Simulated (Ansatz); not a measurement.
## ZrH₃Cl₂O₂: geometry relaxation

The run: geometry relaxation of ZrH₃Cl₂O₂, multiplicity 2. Method and program: UKS PBE0-D4/def2-SVP (Ansatz 0.2.0).

The input holds or restrains some coordinates. It belongs to a series of runs on one base structure; here: pulled along the bonds that form and break, towards end A. Figures and captions count atoms from 1; the log counts them from 0 in places.

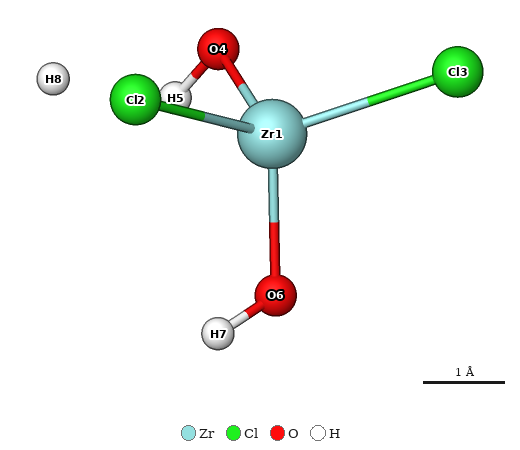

The structure as given in the input (ball-and-stick view, seen at a tilt; atoms are numbered from 1 in the order of the input). Sticks mark near contacts.

Input:
```yaml
crystal:
  periodic: [false, false, false]
  atoms:
    - { symbol: Zr, position_ang: [0.0, 0.0, 0.0] }
    - { symbol: Cl, position_ang: [0.0, 0.0, 2.77] }
    - { symbol: Cl, position_ang: [2.3764, 0.0, -0.8392] }
    - { symbol: O, position_ang: [-0.975, 1.6891, -0.6893] }
    - { symbol: H, position_ang: [-1.9328, 1.4584, -0.9117] }
    - { symbol: O, position_ang: [-0.975, -1.6891, -0.6893] }
    - { symbol: H, position_ang: [-1.4296, -2.1548, 0.0831] }
    - { symbol: H, position_ang: [0.0, 0.0, 4.44] }
magnetization:
  spin_polarized: true
  initial_magnetization: 1
basis:
  gaussian: { orbitals: def2-SVP }
hamiltonian:
  xc: pbe0
  dispersion: d4
relax:
  f_tol: 0.15
  max_steps: 25
  restrain:
    - { distance: [1, 7], at: 2.57, k: 30.0 }
    - { distance: [0, 1], at: 2.52, k: 30.0 }
output:
  orbitals: {}
```

Machine: 4 threads of AMD EPYC (Zen 3), 24 GiB of memory available, shared host.

Launch command:
```bash
ansatz run input.yaml --threads 4 --pin off --max-ram 5120MiB --backend cpu --events-out ev --progress --plain --runs-dir out
```

What the program printed:
```
The last accepted step is kept in [file] (removed where the run ends without a failure and the disk answers)
Engine: ansatz 0.2.0, x86_64-unknown-linux-gnu
Functional definition: PBE0
  parameter a = 0.25
  parameter kappa = 0.804
  parameter beta = 0.06672455060314922
  exchange = (1 - a)*pbe_x(kappa = kappa, mu = beta*pi^2/3) + a*exact_x
  correlation = pbe_c(beta = beta)
1129 factors; integrals over basis functions are off by at most 4.7e-4 eV
mean field evaluation 1: about -30437.1117 eV, gradient 5.2e1 eV
mean field evaluation 2: about -30253.2928 eV, gradient 2.1e2 eV
mean field evaluation 4: about -30447.1131 eV, gradient 1.2e1 eV
mean field evaluation 8: about -30448.1457 eV, gradient 3.4e-1 eV
mean field evaluation 16: about -30448.1470 eV, gradient 9.7e-4 eV
mean field -30448.14704370 eV, -1118.9487653608 hartree, gradient 4.4e-5 eV, S^2 0.766908; 2 other end points of the search recorded, 0 dependent functions left out
the calculation of the forces begins
reference -30448.14710989 eV, -1118.9487677932 hartree; 33, 32 occupied and 77, 78 virtual orbitals, 1129 factors
relax step   1: F+E_penalty+E_count = -30448.30354030 eV  Δ(F+E_penalty+E_count) = +0.000e0 eV  max|allowed force component| = 3.057e0 eV/Å  E_restraint = 13.08750000 eV  max|allowed force component, restraints' pulls added| = 3.571e1 eV/Å  Δτ_max = 0.0000 Å  (47 SCF iters, accepted)
  distance Cl 1 - H 7 = 1.6700 Å
  distance Zr 0 - Cl 1 = 2.7700 Å
these checks for a lower state are left out or cut short: starts, cluster_reference, orbital_swaps, neighbouring_geometries, increment
1129 factors; integrals over basis functions are off by at most 7.7e-4 eV
mean field evaluation 32: about -30448.9286 eV, gradient 5.4e-4 eV
mean field -30448.92863610 eV, -1118.9774883514 hartree, gradient 1.2e-5 eV, S^2 0.753720; 0 other end points of the search recorded, 0 dependent functions left out
the calculation of the forces begins
reference -30448.92870244 eV, -1118.9774907894 hartree; 33, 32 occupied and 77, 78 virtual orbitals, 1129 factors
relax step   2: F+E_penalty+E_count = -30449.09507297 eV  Δ(F+E_penalty+E_count) = -7.915e-1 eV  max|allowed force component| = 2.664e0 eV/Å  E_restraint = 4.52029085 eV  max|allowed force component, restraints' pulls added| = 2.059e1 eV/Å  Δτ_max = 0.1950 Å  (42 SCF iters, accepted)
  distance Cl 1 - H 7 = 2.0237 Å
  distance Zr 0 - Cl 1 = 2.5734 Å
these checks for a lower state are left out or cut short: starts, cluster_reference, orbital_swaps, neighbouring_geometries, increment
1129 factors; integrals over basis functions are off by at most 8.8e-4 eV
mean field -30449.71156938 eV, -1119.0062606189 hartree, gradient 2.0e-5 eV, S^2 0.750584; 0 other end points of the search recorded, 0 dependent functions left out
the calculation of the forces begins
reference -30449.71163547 eV, -1119.0062630475 hartree; 33, 32 occupied and 77, 78 virtual orbitals, 1129 factors
relax step   3: F+E_penalty+E_count = -30449.88537508 eV  Δ(F+E_penalty+E_count) = -7.903e-1 eV  max|allowed force component| = 1.576e0 eV/Å  E_restraint = 0.52406347 eV  max|allowed force component, restraints' pulls added| = 5.150e0 eV/Å  Δτ_max = 0.1949 Å  (35 SCF iters, accepted)
  distance Cl 1 - H 7 = 2.4071 Å
  distance Zr 0 - Cl 1 = 2.4284 Å
these checks for a lower state are left out or cut short: starts, cluster_reference, orbital_swaps, neighbouring_geometries, increment
1130 factors; integrals over basis functions are off by at most 8.4e-4 eV
mean field -30449.89481354 eV, -1119.0129947177 hartree, gradient 2.6e-5 eV, S^2 0.750326; 0 other end points of the search recorded, 0 dependent functions left out
the calculation of the forces begins
reference -30449.89487952 eV, -1119.0129971424 hartree; 33, 32 occupied and 77, 78 virtual orbitals, 1130 factors
relax step   4: F+E_penalty+E_count = -30450.07226484 eV  Δ(F+E_penalty+E_count) = -1.869e-1 eV  max|allowed force component| = 1.588e0 eV/Å  E_restraint = 0.03177774 eV  max|allowed force component, restraints' pulls added| = 7.704e-1 eV/Å  Δτ_max = 0.1905 Å  (33 SCF iters, accepted)
  distance Cl 1 - H 7 = 2.5748 Å
  distance Zr 0 - Cl 1 = 2.4742 Å
these checks for a lower state are left out or cut short: starts, cluster_reference, orbital_swaps, neighbouring_geometries, increment
1130 factors; integrals over basis functions are off by at most 8.5e-4 eV
mean field -30449.96418564 eV, -1119.0155440952 hartree, gradient 1.0e-5 eV, S^2 0.750312; 0 other end points of the search recorded, 0 dependent functions left out
the calculation of the forces begins
reference -30449.96425194 eV, -1119.0155465318 hartree; 33, 32 occupied and 77, 78 virtual orbitals, 1130 factors
relax step   5: F+E_penalty+E_count = -30450.14018836 eV  Δ(F+E_penalty+E_count) = -6.792e-2 eV  max|allowed force component| = 1.442e0 eV/Å  E_restraint = 0.03071166 eV  max|allowed force component, restraints' pulls added| = 5.483e-1 eV/Å  Δτ_max = 0.0960 Å  (34 SCF iters, accepted)
  distance Cl 1 - H 7 = 2.5844 Å
  distance Zr 0 - Cl 1 = 2.4771 Å
these checks for a lower state are left out or cut short: starts, cluster_reference, orbital_swaps, neighbouring_geometries, increment
1130 factors; integrals over basis functions are off by at most 8.5e-4 eV
mean field -30450.01934176 eV, -1119.0175710453 hartree, gradient 1.4e-5 eV, S^2 0.750319; 0 other end points of the search recorded, 0 dependent functions left out
the calculation of the forces begins
reference -30450.01940822 eV, -1119.0175734876 hartree; 33, 32 occupied and 77, 78 virtual orbitals, 1130 factors
relax step   6: F+E_penalty+E_count = -30450.19477301 eV  Δ(F+E_penalty+E_count) = -5.458e-2 eV  max|allowed force component| = 1.446e0 eV/Å  E_restraint = 0.02639903 eV  max|allowed force component, restraints' pulls added| = 6.346e-1 eV/Å  Δτ_max = 0.1530 Å  (32 SCF iters, accepted)
  distance Cl 1 - H 7 = 2.5804 Å
  distance Zr 0 - Cl 1 = 2.4794 Å
these checks for a lower state are left out or cut short: starts, cluster_reference, orbital_swaps, neighbouring_geometries, increment
1130 factors; integrals over basis functions are off by at most 8.3e-4 eV
mean field evaluation 64: about -30450.0596 eV, gradient 4.7e-1 eV
mean field -30450.10591641 eV, -1119.0207526050 hartree, gradient 2.5e-5 eV, S^2 0.750332; 0 other end points of the search recorded, 0 dependent functions left out
the calculation of the forces begins
reference -30450.10598296 eV, -1119.0207550505 hartree; 33, 32 occupied and 77, 78 virtual orbitals, 1130 factors
relax step   7: F+E_penalty+E_count = -30450.28210016 eV  Δ(F+E_penalty+E_count) = -8.733e-2 eV  max|allowed force component| = 1.442e0 eV/Å  E_restraint = 0.02310868 eV  max|allowed force component, restraints' pulls added| = 2.219e-1 eV/Å  Δτ_max = 0.1999 Å  (33 SCF iters, accepted)
  distance Cl 1 - H 7 = 2.5796 Å
  distance Zr 0 - Cl 1 = 2.4819 Å
these checks for a lower state are left out or cut short: starts, cluster_reference, orbital_swaps, neighbouring_geometries, increment
1130 factors; integrals over basis functions are off by at most 8.1e-4 eV
mean field -30450.12928228 eV, -1119.0216112849 hartree, gradient 1.2e-5 eV, S^2 0.750343; 0 other end points of the search recorded, 0 dependent functions left out
the calculation of the forces begins
reference -30450.12934881 eV, -1119.0216137297 hartree; 33, 32 occupied and 77, 78 virtual orbitals, 1130 factors
relax step   8: F+E_penalty+E_count = -30450.30539149 eV  Δ(F+E_penalty+E_count) = -2.329e-2 eV  max|allowed force component| = 1.380e0 eV/Å  E_restraint = 0.02567468 eV  max|allowed force component, restraints' pulls added| = 3.950e-1 eV/Å  Δτ_max = 0.1766 Å  (33 SCF iters, accepted)
  distance Cl 1 - H 7 = 2.5769 Å
  distance Zr 0 - Cl 1 = 2.4792 Å
these checks for a lower state are left out or cut short: starts, cluster_reference, orbital_swaps, neighbouring_geometries, increment
1130 factors; integrals over basis functions are off by at most 7.6e-4 eV
mean field -30450.16348394 eV, -1119.0228681725 hartree, gradient 1.1e-5 eV, S^2 0.750374; 0 other end points of the search recorded, 0 dependent functions left out
the calculation of the forces begins
reference -30450.16355066 eV, -1119.0228706245 hartree; 33, 32 occupied and 77, 78 virtual orbitals, 1130 factors
relax step   9: F+E_penalty+E_count = -30450.34094181 eV  Δ(F+E_penalty+E_count) = -3.555e-2 eV  max|allowed force component| = 1.368e0 eV/Å  E_restraint = 0.02411905 eV  max|allowed force component, restraints' pulls added| = 1.475e-1 eV/Å  Δτ_max = 0.2000 Å  (36 SCF iters, accepted)
  distance Cl 1 - H 7 = 2.5774 Å
  distance Zr 0 - Cl 1 = 2.4806 Å
1130 factors; integrals over basis functions are off by at most 7.6e-4 eV
mean field evaluation 96: about -30450.1635 eV, gradient 7.5e-2 eV
```

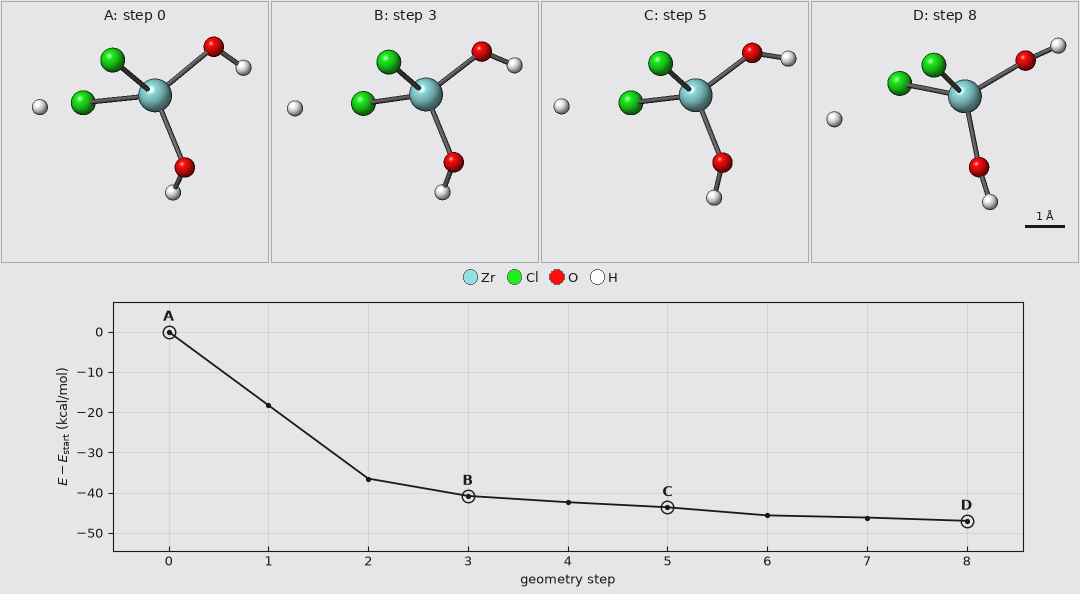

Frames of the restrained relaxation (ball-and-stick view, seen at a tilt) above the curves, on which the letters mark them (the first geometry is step 0 here and step 1 in the log).

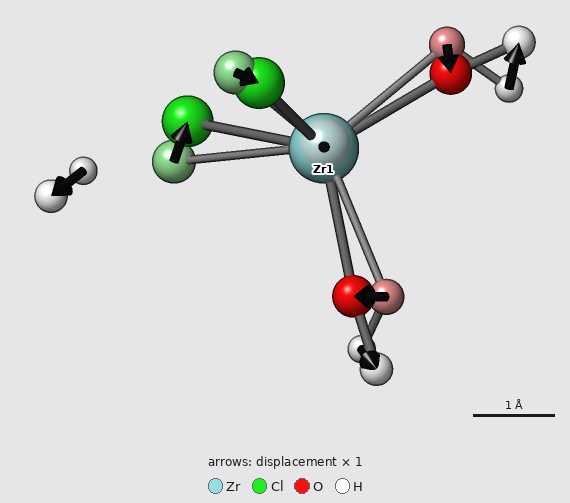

Start (faint) and end (solid) with the displacements as black arrows, at true length (ball-and-stick view, seen at a tilt). The two geometries are laid on each other by the best rigid fit. The energy falls by 47.0 kcal/mol in 8 geometry steps. Largest force component: 3.1 eV/Å at the start, 1.4 eV/Å at the end. The largest move after the best rigid fit is that of H5, 0.61 Å. By element the largest moves are H 0.61 Å, Cl 0.55 Å, O 0.53 Å, Zr 0.10 Å. Distances before and after: Zr1–Cl2 2.770 → 2.481 Å, Zr1–O4 2.069 → 1.888 Å, Zr1–Cl3 2.520 → 2.357 Å, O4–H5 1.010 → 0.959 Å. Among the angles that change: Zr1–O4–H5 109.5° → 174.2°, Zr1–O6–H7 109.5° → 173.5°. (Atoms are counted from 1 in the order of the input.)

```
mean field -30450.16348394 eV, -1119.0228681725 hartree, gradient 1.1e-5 eV, S^2 0.750374; 1 other end points of the search recorded, 0 dependent functions left out
the calculation of the forces begins
reference -30450.16355066 eV, -1119.0228706245 hartree; 33, 32 occupied and 77, 78 virtual orbitals, 1130 factors
Total energy: -30450.34100853 eV, -1119.0293920812 hartree
Atom 0 at    -0.068313     0.000465     0.077613 Å, force     0.153252     0.246842     1.302384 eV/Å
Atom 1 at     0.158809     0.481021     2.500585 Å, force    -0.119189    -0.203784    -1.367516 eV/Å
Atom 2 at     2.053145    -0.038303    -0.948892 Å, force    -0.002748    -0.002036    -0.024198 eV/Å
Atom 3 at    -1.119511     1.340511    -0.736981 Å, force    -0.063561     0.087606    -0.061240 eV/Å
Atom 4 at    -1.712168     1.949794    -1.180551 Å, force     0.046748    -0.048094     0.033307 eV/Å
Atom 5 at    -0.887620    -1.685276    -0.152237 Å, force    -0.020962    -0.089486    -0.040864 eV/Å
Atom 6 at    -1.340658    -2.502891    -0.364052 Å, force     0.016657     0.049376     0.025953 eV/Å
Atom 7 at    -0.019684    -0.241721     4.968116 Å, force    -0.010197    -0.040424     0.132173 eV/Å
Dipole moment:    -0.732701    -0.157437    -0.607157 e Å
```

Trajectory as extended XYZ (Å, eV, eV/Å), 9 frames, from step=1 to step=9:
```
8
Properties=species:S:1:pos:R:3:forces:R:3 step=1 energy=-30448.30354
Zr    0.0000    0.0000    0.0000   -0.1656   0.1240  -1.5767
Cl    0.0000    0.0000    2.7700   -0.1260  -0.0038  -1.2113
Cl    2.3764    0.0000   -0.8392   -1.9254   0.0176   0.7767
O    -0.9750    1.6891   -0.6893   -0.6312  -3.0573   0.7866
H    -1.9328    1.4584   -0.9117    1.7084   0.6979   0.2434
O    -0.9750   -1.6891   -0.6893    0.4134   1.6792   2.8001
H    -1.4296   -2.1548    0.0831    0.6940   0.5631  -1.5266
H     0.0000    0.0000    4.4400    0.0324  -0.0207  -0.2922
8
Properties=species:S:1:pos:R:3:forces:R:3 step=2 energy=-30449.09507
Zr    0.0003    0.0009    0.0016   -0.0772   0.1276  -0.4736
Cl   -0.0016    0.0000    2.5750   -0.0981  -0.0491  -2.5963
Cl    2.3536    0.0002   -0.8299   -1.8060   0.0165   0.6270
O    -0.9742    1.6585   -0.6787   -0.1912  -2.6637   0.6522
H    -1.9219    1.4637   -0.9109    1.1617   0.5376   0.1546
O    -0.9671   -1.6672   -0.6653    0.5246   1.6832   2.1759
H    -1.4256   -2.1522    0.0731    0.4807   0.3500  -1.1125
H     0.0004   -0.0002    4.5987    0.0055  -0.0021   0.5728
8
Properties=species:S:1:pos:R:3:forces:R:3 step=3 energy=-30449.88538
Zr    0.0060    0.0030   -0.0418    0.1657   0.0065  -0.2341
Cl   -0.0042   -0.0025    2.3866   -0.0743  -0.0372  -1.2648
Cl    2.3129    0.0007   -0.8196   -1.0941   0.0182   0.3070
O    -0.9692    1.6097   -0.6696   -0.1231  -1.5757   0.3004
H    -1.9087    1.4721   -0.9097    0.5711   0.4008   0.0367
O    -0.9545   -1.6311   -0.6335    0.3089   1.0639   1.2730
H    -1.4189   -2.1484    0.0577    0.2440   0.1229  -0.6793
H     0.0007    0.0001    4.7936    0.0017   0.0007   0.2611
8
Properties=species:S:1:pos:R:3:forces:R:3 step=4 energy=-30450.07226
Zr    0.0305    0.0088   -0.0645   -0.7276   0.1558   1.5883
Cl   -0.0406   -0.0326    2.4084    0.0528   0.0032  -1.4026
Cl    2.1924    0.0125   -0.8792    0.7045  -0.0140  -0.3227
O    -0.9478    1.5449   -0.6857   -0.5574  -0.3689  -0.2205
H    -1.8650    1.4933   -1.0130    0.5017   0.2880   0.1280
O    -0.9704   -1.5393   -0.6076   -0.1749  -0.3753   0.7704
H    -1.3623   -2.1783    0.0231    0.1966   0.3092  -0.6873
H     0.0271   -0.0058    4.9822    0.0043   0.0020   0.1464
8
Properties=species:S:1:pos:R:3:forces:R:3 step=5 energy=-30450.14019
Zr   -0.0031    0.0156   -0.0241   -0.0618   0.0613   1.1564
Cl   -0.0335   -0.0379    2.4522    0.0089   0.0338  -1.4416
Cl    2.1800    0.0057   -0.9020    0.0351  -0.0112  -0.0222
O    -0.9595    1.5427   -0.6934   -0.2503  -0.3589  -0.0164
H    -1.8504    1.5541   -1.0712    0.2091   0.2218   0.0307
O    -0.9753   -1.5396   -0.5923    0.0055  -0.0548   0.5483
H    -1.3436   -2.2478   -0.0404    0.0484   0.1049  -0.3977
H     0.0494    0.0107    5.0348    0.0051   0.0031   0.1425
8
Properties=species:S:1:pos:R:3:forces:R:3 step=6 energy=-30450.19477
Zr   -0.0285    0.0170    0.0141    0.1434   0.0091   1.0544
Cl   -0.0267   -0.0154    2.4932    0.0018   0.0346  -1.4465
Cl    2.1550   -0.0140   -0.9136   -0.1912   0.0056   0.0994
O    -0.9879    1.5254   -0.6665   -0.6173  -0.1390  -0.2896
H    -1.8294    1.6577   -1.1410    0.6077   0.0584   0.3161
O    -0.9748   -1.5417   -0.5516   -0.1828  -0.5766   0.6346
H    -1.3204   -2.3597   -0.1422    0.2321   0.6049  -0.5116
H     0.0767    0.0342    5.0711    0.0062   0.0030   0.1432
8
Properties=species:S:1:pos:R:3:forces:R:3 step=7 energy=-30450.28210
Zr   -0.0439    0.0164    0.0273    0.1160   0.0985   1.1978
Cl    0.0549    0.1669    2.5027   -0.0432  -0.0435  -1.4420
Cl    2.1121   -0.0191   -0.9425   -0.0799  -0.0061   0.0426
O    -1.0242    1.4765   -0.6964   -0.1806  -0.0640  -0.0797
H    -1.7951    1.7872   -1.1821    0.1602   0.0348   0.0878
O    -0.9508   -1.5904   -0.4076   -0.0170  -0.1628   0.2219
H    -1.3209   -2.4566   -0.2084    0.0457   0.1569  -0.1684
H     0.0319   -0.0773    5.0706   -0.0012  -0.0137   0.1400
8
Properties=species:S:1:pos:R:3:forces:R:3 step=8 energy=-30450.30539
Zr    0.0066    0.0154    0.0694   -0.3356   0.0357   1.0172
Cl    0.1269    0.2859    2.5309   -0.0369  -0.0851  -1.3803
Cl    2.1369   -0.0158   -0.9485   -0.0059   0.0086   0.0040
O    -1.0815    1.3546   -0.7116    0.0220   0.1532   0.0010
H    -1.8043    1.7797   -1.1820    0.1609  -0.0590   0.0964
O    -0.9130   -1.5895   -0.3192   -0.0084  -0.3654   0.1701
H    -1.4177   -2.4111   -0.3488    0.2106   0.3350  -0.0477
H     0.0101   -0.1156    5.0736   -0.0066  -0.0230   0.1394
8
Properties=species:S:1:pos:R:3:forces:R:3 step=9 energy=-30450.34094
Zr   -0.0683    0.0005    0.0776    0.1533   0.2468   1.3024
Cl    0.1588    0.4810    2.5006   -0.1192  -0.2038  -1.3675
Cl    2.0531   -0.0383   -0.9489   -0.0027  -0.0020  -0.0242
O    -1.1195    1.3405   -0.7370   -0.0636   0.0876  -0.0612
H    -1.7122    1.9498   -1.1806    0.0467  -0.0481   0.0333
O    -0.8876   -1.6853   -0.1522   -0.0210  -0.0895  -0.0409
H    -1.3407   -2.5029   -0.3641    0.0167   0.0494   0.0260
H    -0.0197   -0.2417    4.9681   -0.0102  -0.0404   0.1322
```

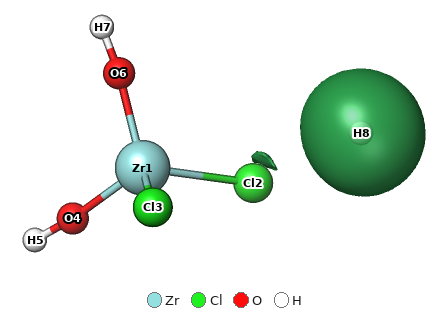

Isosurface of the spin density at +0.02 e/Å³ (green), seen at a tilt. The unpaired spin (1 electron) lies mostly on H8 (about 0.9), in electrons by Hirshfeld's partition.

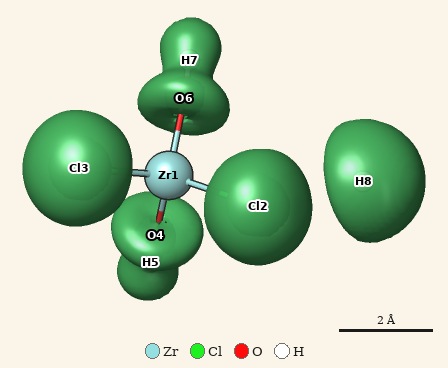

Isosurface of the electron localisation function at 0.75 (green), seen at an oblique angle. Core shells and regions of very low density are left out. Values along the shortest contacts: Cl2···H8 (2.58 Å): the ELF is only about 0.10 between them; a non-bonded, intermolecular contact. Zr–O (1.89 Å): the ELF peaks at about 0.80 in the valence shell of O, 0.5 Å from its nucleus, and drops to about 0.20 between the two atoms.

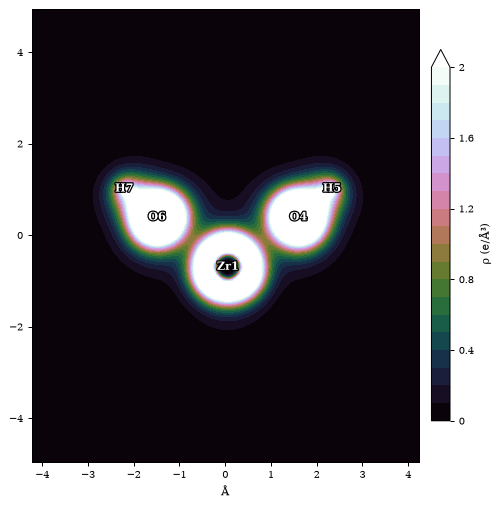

Total electron density on the plane of atoms O4, Zr1 and O6.

Results in brief:

```csv
quantity,value
outcome,converged under the restraints of the input
total energy,−30450.3410 eV
mean-field energy,−30450.1636 eV
⟨S²⟩,0.750
"largest force (length of the vector) at the end, held atoms and coordinates included",1.388 eV/Å
wall time,28 s (CPU time 1.7 min)
peak memory,0.41 GiB
```
